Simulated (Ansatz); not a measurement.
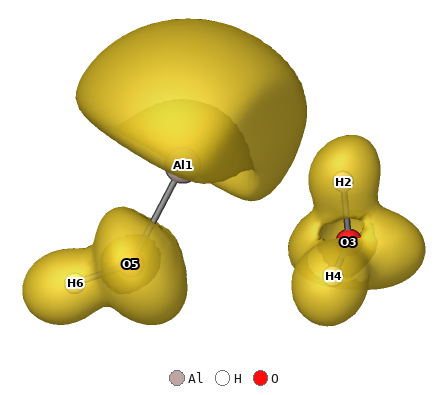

*AlHO···H$_{2}$O. Isosurface of the electron localisation function at 0.75 (yellow), seen at a tilt. Only the valence region is drawn (cores and ρ < 0.01 e/Å³ removed).*

Not at a stationary point (largest force 0.8 eV/Å).

Theory: RKS B3LYP/def2-mTZVP (Ansatz).

Input

```
crystal:
  periodic: [false, false, false]
  atoms:
    - { symbol: Al, position_ang: [0.0, 0.0, 0.0] }
    - { symbol: H, position_ang: [1.0658, 0.0, 1.4006] }
    - { symbol: O, position_ang: [1.9504, 0.0, 0.3409] }
    - { symbol: H, position_ang: [2.2503, -0.9519, 0.186] }
    - { symbol: O, position_ang: [-1.5415, 0.0, -0.89] }
    - { symbol: H, position_ang: [-2.0512, -0.8467, -0.6815] }
basis:
  gaussian: { orbitals: def2-mTZVP }
hamiltonian:
  xc: b3lyp
relax:
  f_tol: 0.15
  max_steps: 25
  restrain:
    - { distance: [1, 2], at: 1.01, k: 30.0 }
    - { distance: [0, 1], at: 2.76, k: 30.0 }
    - { distance: [0, 2], at: 2.98, k: 30.0 }
output:
  orbitals: {}
```

Command:

```sh
ansatz run input.yaml --threads 1 --pin off --max-ram 2048MiB --backend cpu --events-out ev --progress --plain --runs-dir out
```

The fields are those of the run's last geometry, not of the input's.

Question: Identify the bonds, lone pairs and shells in this picture.

Answer: At this value the surface marks out one lobe on Al, pointing away from the bonds (lone pairs) and two joined regions spread over several atoms (H, O), in which their bonds and any lone pairs are merged. Profiles from the grid: Al1···O3 (2.97 Å): the ELF dips to about 0.10 between them. Al–O (1.71 Å): the ELF peaks at about 0.85 in the valence shell of O, 0.6 Å from its nucleus, and is about 0.40 at the midpoint.
